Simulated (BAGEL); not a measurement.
# CH5FOSn (SMILES FC[O][SnH3]): a chain of runs

Aim: the energy (HF/x2c-SVPall), then the energy (NEVPT2(2,2)/x2c-SVPall) of CH5FOSn. 

The calculation is run with BAGEL 1.2.2.

1 further run of the same task is left out (set aside as unsound or not needed).

### Step 1. The structure to begin with

CH5FOSn has 9 atoms, charge 0, and is taken as a singlet. SMILES: `FC[O][SnH3]`. The F1–C2 distance was set to 2.237 Å, away from the relaxed value. At this shape a bond of the SMILES string is far longer than usual.

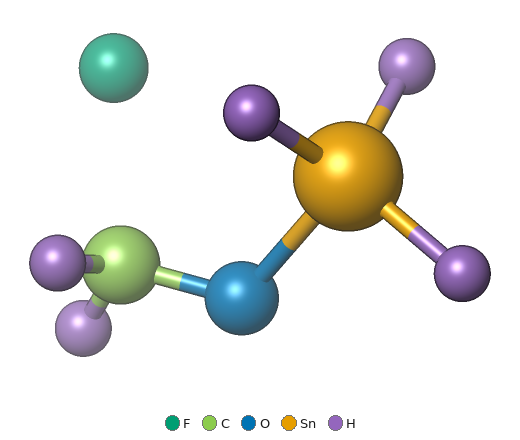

Viewed from a chosen angle; fluorine teal, carbon green, oxygen blue, tin amber, hydrogen purple.

### Step 2. A single-point energy at HF/x2c-SVPall (DKH2, density fitting with AutoAux) (run 1)

input.json reads:

```json
{ "bagel" : [

{
  "title" : "molecule",
  "basis" : "x2c-svpall.json",
  "df_basis" : "x2c-svpall-autoaux.json",
  "angstrom" : true,
  "dkh" : true,
  "geometry" : [
    { "atom" : "F", "xyz" : [      -0.179959,       2.467096,      -0.116288 ] },
    { "atom" : "C", "xyz" : [      -1.291500,       0.566100,       0.277800 ] },
    { "atom" : "O", "xyz" : [      -0.736000,      -0.463400,      -0.405000 ] },
    { "atom" : "Sn", "xyz" : [       1.239300,      -0.701500,      -0.319700 ] },
    { "atom" : "H", "xyz" : [      -1.258800,       0.434000,       1.369300 ] },
    { "atom" : "H", "xyz" : [      -2.319100,       0.724600,      -0.066100 ] },
    { "atom" : "H", "xyz" : [       1.690100,      -0.390300,       1.294800 ] },
    { "atom" : "H", "xyz" : [       1.407800,      -2.333100,      -0.765300 ] },
    { "atom" : "H", "xyz" : [       1.953500,       0.363100,      -1.434400 ] }
  ]
},

{ "title" : "hf" },

{ "title" : "print", "file" : "orbitals.molden", "orbitals" : true }

]}
```

The basis set x2c-SVPall is read from a file made from the Basis Set Exchange's data (not shown).

Launch:

```bash
$ BAGEL_NUM_THREADS=1 BAGEL input.json > input.out
```

Standard output:

```text
* using 1 threads per process

  ===============================================================
  ===============================================================

  *** Geometry ***

  { "atom" : "F", "xyz" : [     -0.340073,      4.662136,     -0.219752 ] },
  { "atom" : "C", "xyz" : [     -2.440581,      1.069774,      0.524966 ] },
  { "atom" : "O", "xyz" : [     -1.390838,     -0.875699,     -0.765339 ] },
  { "atom" : "Sn", "xyz" : [      2.341938,     -1.325643,     -0.604145 ] },
  { "atom" : "H", "xyz" : [     -2.378787,      0.820141,      2.587602 ] },
  { "atom" : "H", "xyz" : [     -4.382464,      1.369296,     -0.124911 ] },
  { "atom" : "H", "xyz" : [      3.193826,     -0.737560,      2.446817 ] },
  { "atom" : "H", "xyz" : [      2.660356,     -4.408920,     -1.446207 ] },
  { "atom" : "H", "xyz" : [      3.691580,      0.686160,     -2.710623 ] },

  Number of auxiliary basis functions:      803

  Since a DF basis is specified, we compute 2- and 3-index integrals:
    o Being stored without compression. Storage requirement is 0.068 GB

  Number of basis functions:      103
  Number of electrons      :       78

    * METHOD: MOLECULE                             0.73

  *** RHF ***

  === Nuclear Repulsion ===
   361.2706264214

      * DIIS with orbital gradients will be used.

  === RHF iteration (x2c-svpall.json) ===
      0      -6386.11723752          0.01624184           0.29
      1      -6386.22396759          0.01422318           0.28
      2      -6386.39583190          0.00154621           0.28
      3      -6386.39818772          0.00087677           0.28
      4      -6386.39890011          0.00020417           0.28
      5      -6386.39898760          0.00010007           0.28
      6      -6386.39901082          0.00004214           0.29
      7      -6386.39901680          0.00001045           0.29
      8      -6386.39901697          0.00000649           0.29
      9      -6386.39901703          0.00000209           0.28
     10      -6386.39901704          0.00000091           0.28
     11      -6386.39901704          0.00000043           0.28
     12      -6386.39901704          0.00000015           0.29
     13      -6386.39901704          0.00000007           0.28
     14      -6386.39901704          0.00000003           0.28
     15      -6386.39901704          0.00000001           0.28
     16      -6386.39901704          0.00000001           0.28
    * SCF iteration converged.

    * Permanent dipole moment:
           (    0.111689,     2.205273,    -0.585052) a.u.

    * METHOD: HF                                   5.56

    * METHOD: PRINT                                0.03

  ===============================================================
```

It took 6.6 s on 1 thread of Arm Neoverse V1, shared host; peak memory 0.26 GiB.

### Step 3. The energy at NEVPT2(2,2)/x2c-SVPall (DKH2, density fitting with AutoAux) (run 2)

input.json reads:

```json
{ "bagel" : [

{
  "title" : "molecule",
  "basis" : "x2c-svpall.json",
  "df_basis" : "x2c-svpall-autoaux.json",
  "angstrom" : true,
  "dkh" : true,
  "geometry" : [
    { "atom" : "F", "xyz" : [   -0.179959,    2.467096,   -0.116288 ] },
    { "atom" : "C", "xyz" : [   -1.291500,    0.566100,    0.277800 ] },
    { "atom" : "O", "xyz" : [   -0.736000,   -0.463400,   -0.405000 ] },
    { "atom" : "Sn", "xyz" : [    1.239300,   -0.701500,   -0.319700 ] },
    { "atom" : "H", "xyz" : [   -1.258800,    0.434000,    1.369300 ] },
    { "atom" : "H", "xyz" : [   -2.319100,    0.724600,   -0.066100 ] },
    { "atom" : "H", "xyz" : [    1.690100,   -0.390300,    1.294800 ] },
    { "atom" : "H", "xyz" : [    1.407800,   -2.333100,   -0.765300 ] },
    { "atom" : "H", "xyz" : [    1.953500,    0.363100,   -1.434400 ] }
  ]
},
{ "title" : "hf" },
{ "title" : "casscf", "nstate" : 1, "nact" : 2, "nclosed" : 38, "active" : [39, 40], "maxiter" : 200, "natocc" : true },
{ "title" : "nevpt2", "nstate" : 1, "nact" : 2, "nclosed" : 38, "active" : [39, 40], "maxiter" : 200, "natocc" : true, "ncore" : 21 },
{ "title" : "print", "file" : "orbitals.molden", "orbitals" : true }

]}
```

The basis set x2c-SVPall is read from a file made from the Basis Set Exchange's data (not shown).

Launch:

```bash
$ BAGEL_NUM_THREADS=1 BAGEL input.json > input.out
```

Standard output:

```text
* using 1 threads per process

  ===============================================================
  ===============================================================

  *** Geometry ***

  { "atom" : "F", "xyz" : [     -0.340073,      4.662136,     -0.219752 ] },
  { "atom" : "C", "xyz" : [     -2.440581,      1.069774,      0.524966 ] },
  { "atom" : "O", "xyz" : [     -1.390838,     -0.875699,     -0.765339 ] },
  { "atom" : "Sn", "xyz" : [      2.341938,     -1.325643,     -0.604145 ] },
  { "atom" : "H", "xyz" : [     -2.378787,      0.820141,      2.587602 ] },
  { "atom" : "H", "xyz" : [     -4.382464,      1.369296,     -0.124911 ] },
  { "atom" : "H", "xyz" : [      3.193826,     -0.737560,      2.446817 ] },
  { "atom" : "H", "xyz" : [      2.660356,     -4.408920,     -1.446207 ] },
  { "atom" : "H", "xyz" : [      3.691580,      0.686160,     -2.710623 ] },

  Number of auxiliary basis functions:      803

  Since a DF basis is specified, we compute 2- and 3-index integrals:
    o Being stored without compression. Storage requirement is 0.068 GB

  Number of basis functions:      103
  Number of electrons      :       78

    * METHOD: MOLECULE                             0.73

  *** RHF ***

  === Nuclear Repulsion ===
   361.2706264214

      * DIIS with orbital gradients will be used.

  === RHF iteration (x2c-svpall.json) ===
      0      -6386.11723752          0.01624184           0.30
      1      -6386.22396759          0.01422318           0.28
      2      -6386.39583190          0.00154621           0.28
      3      -6386.39818772          0.00087677           0.28
      4      -6386.39890011          0.00020417           0.28
      5      -6386.39898760          0.00010007           0.28
      6      -6386.39901082          0.00004214           0.28
      7      -6386.39901680          0.00001045           0.28
      8      -6386.39901697          0.00000649           0.28
      9      -6386.39901703          0.00000209           0.28
     10      -6386.39901704          0.00000091           0.29
     11      -6386.39901704          0.00000043           0.28
     12      -6386.39901704          0.00000015           0.29
     13      -6386.39901704          0.00000007           0.29
     14      -6386.39901704          0.00000003           0.29
     15      -6386.39901704          0.00000001           0.28
     16      -6386.39901704          0.00000001           0.29
    * SCF iteration converged.

    * Permanent dipole moment:
           (    0.111689,     2.205273,    -0.585052) a.u.

    * METHOD: HF                                   5.55

  ---------------------------
      CASSCF calculation
  ---------------------------

    ==== Active orbitals : =====
         Orbital 39
         Orbital 40
    ============================

    * nstate   :      1
    * nclosed  :     38
    * nact     :      2
    * nvirt    :     63
  === CASSCF iteration (x2c-svpall.json) ===

    * Using the second-order algorithm

      0  0     -6386.41061441     3.50e-03      0.07

      1  0     -6386.42976469     2.33e-03      1.41

      2  0     -6386.43849603     1.90e-03      1.64

      3  0     -6386.44124628     1.90e-03      1.67

      4  0     -6386.44275565     1.47e-03      1.60

      5  0     -6386.44356211     1.05e-03      1.56

      6  0     -6386.44396120     7.23e-04      1.62

      7  0     -6386.44414711     4.85e-04      1.57

      8  0     -6386.44423001     3.20e-04      1.59

      9  0     -6386.44426585     2.09e-04      1.55

     10  0     -6386.44428104     1.35e-04      1.60

     11  0     -6386.44428739     8.70e-05      1.57

     12  0     -6386.44429002     5.58e-05      1.60

     13  0     -6386.44429110     3.58e-05      1.57

     14  0     -6386.44429154     2.29e-05      1.60

     15  0     -6386.44429173     1.46e-05      1.55

     16  0     -6386.44429180     9.35e-06      1.59

     17  0     -6386.44429183     5.97e-06      1.56

     18  0     -6386.44429184     3.81e-06      1.60

     19  0     -6386.44429185     2.44e-06      1.55

     20  0     -6386.44429185     1.55e-06      1.60

     21  0     -6386.44429185     9.93e-07      1.50

     22  0     -6386.44429185     6.34e-07      1.53

     23  0     -6386.44429185     4.05e-07      1.42

     24  0     -6386.44429185     2.58e-07      1.46

     25  0     -6386.44429185     1.65e-07      1.42

     26  0     -6386.44429185     1.05e-07      1.39

     27  0     -6386.44429185     6.72e-08      1.35

     28  0     -6386.44429185     4.29e-08      1.31

     29  0     -6386.44429185     2.74e-08      1.31

     30  0     -6386.44429185     1.75e-08      1.21

     31  0     -6386.44429185     1.12e-08      1.20

     32  0     -6386.44429185     7.12e-09      1.09

    * Second-order optimization converged. *

     guess   0:   closed 1.                   open ..

  === FCI iteration ===

      0  0     -6386.37551759     1.15e-01      0.00
      1  0     -6386.43180311     3.56e-02      0.00
      2  0 *   -6386.44429185     3.35e-16      0.00

     * ci vector, state   0, <S^2> = 0.0000
       2.     0.9546099433
       .2    -0.2978587856

    * METHOD: CASSCF                              48.74

    * freezing 21 orbitals

  === DF-NEVPT2 calculation ===

    * 3-index integral transformation done
    * assembly done

      NEVPT2 correlation energy:   -0.6339912302      0.35

          (+0)     -0.4612735568
          (+0)'    -0.0820805767
          (+1)     -0.0304095898
          (+1)'    -0.0000583255
          (+2)     -0.0015147169
          (-1)     -0.0556673796
          (-1)'    -0.0000229735
          (-2)     -0.0029641114

      NEVPT2 total energy:       -6387.0782830810

    * METHOD: NEVPT2                               0.80

    * METHOD: PRINT                                0.03

  ===============================================================
```

Run time: 56 s. Hardware: 1 thread of Arm Neoverse V1, shared host; peak memory 0.28 GiB.

### Step 4. Results

| quantity | value |
| --- | --- |
| run 1, HF/x2c-SVPall: total energy | -6386.39902 Eh |
| run 1, HF/x2c-SVPall: dipole moment | 5.81 D |
| run 1, HF/x2c-SVPall: HOMO energy | -11.39 eV |
| run 1, HF/x2c-SVPall: LUMO energy | 1.56 eV |
| run 1, HF/x2c-SVPall: HOMO–LUMO gap | 12.96 eV |
| run 2, NEVPT2(2,2)/x2c-SVPall: total energy | -6387.07828 Eh |
